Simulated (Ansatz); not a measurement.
## Electronic structure of CH3AlF2···H2 in real space

```yaml
atoms:
  - { symbol: Al, position_ang: [0.0451, -0.6379, -0.4406] }
  - { symbol: H, position_ang: [-0.0599, 0.0477, 2.2319] }
  - { symbol: F, position_ang: [1.4121, 0.1992, -0.7752] }
  - { symbol: C, position_ang: [-1.6891, -0.0551, -1.0442] }
  - { symbol: H, position_ang: [-2.4267, -0.8397, -0.9042] }
  - { symbol: H, position_ang: [-2.0208, 0.8131, -0.4792] }
  - { symbol: H, position_ang: [-1.6885, 0.2315, -2.0937] }
  - { symbol: F, position_ang: [0.2515, -2.0330, 0.4472] }
  - { symbol: H, position_ang: [-0.0192, -0.6242, 2.0191] }
```

Not at a stationary point (largest force 1.4 eV/Å).

The calculation used Ansatz, RKS BHLYP/6-31G*.

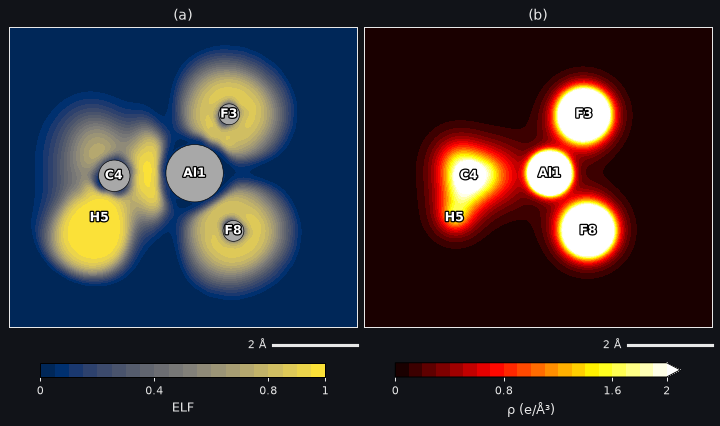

Figure 1. (a) electron localisation function; (b) total electron density on the plane of atoms C4, Al1 and F8. Grey discs cover the atomic cores in the ELF map.

Q: What do the fields say about this system?

A: Atoms in the plane: Al, F, C and H. Al–F (1.64 Å): ρ at the midpoint is about 0.89 e/Å³; the ELF peaks at about 0.85 in the valence shell of F, 0.6 Å from its nucleus, and is about 0.30 at the midpoint. C–Al (1.93 Å): the density is about 0.77 e/Å³ at the midpoint; the ELF peaks at about 0.95 between the atoms, as expected for a shared but strongly polarised pair. C–H (1.09 Å): the density is about 1.9 e/Å³ at the midpoint; the ELF climbs to about 1 towards the hydrogen, as it does in any bond to H (an ordinary covalent bond to hydrogen). The ELF also peaks beside F8 and F3, away from the bonds: lone-pair regions.

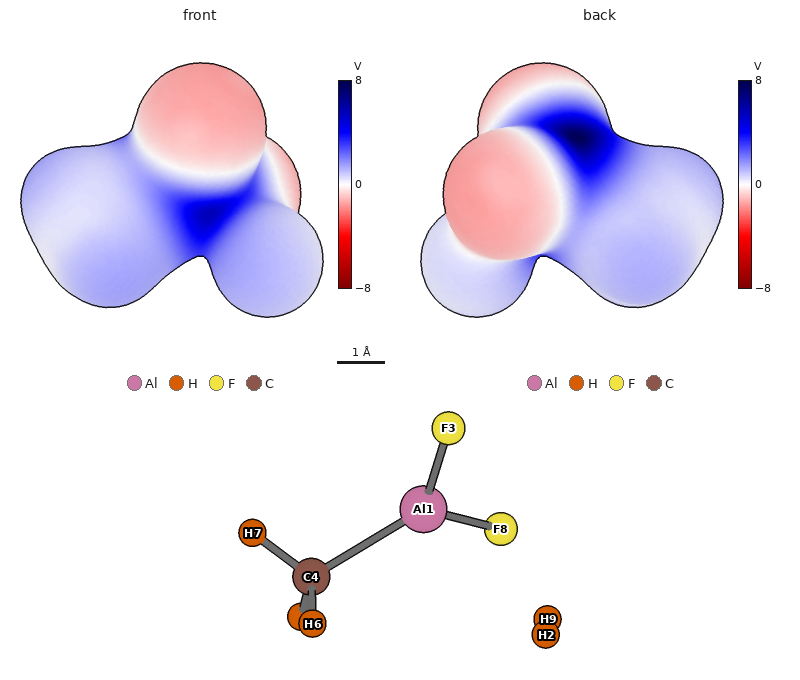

Figure 2. The electrostatic potential painted on the density surface at 0.004 e/bohr³, seen from the front and from behind; the colour scale runs from red (negative) to blue (positive). The bare structure is drawn below in the same view.

Q: Which sites attract a positive test charge, and which a negative one?

A: A positive charge is drawn to the negative regions and a negative charge to the positive ones. The most negative region (about −1.5 V, or −35 kcal/mol for a unit charge) lies over F3 and F8, the most positive (about +7.0 V, or +161 kcal/mol for a unit charge) over Al1.

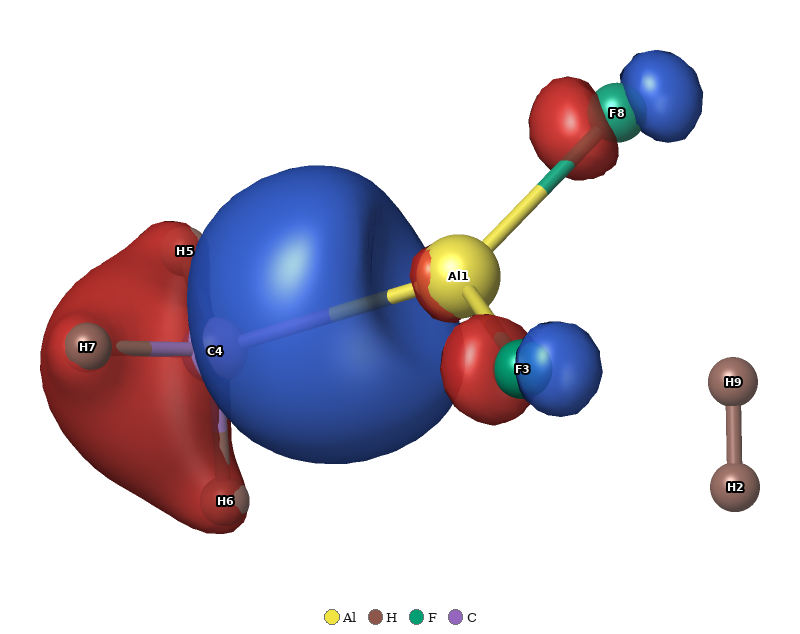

Figure 3. The HOMO at ±0.2 Å⁻³ᐟ² (blue and red are the two phases), seen from one side.

Q: Where does this orbital lie, and at what energy?

A: By Hirshfeld shares it lies mainly on C4 (about 50 %) and Al1 (about 25 %). Its energy is −10.41 eV.
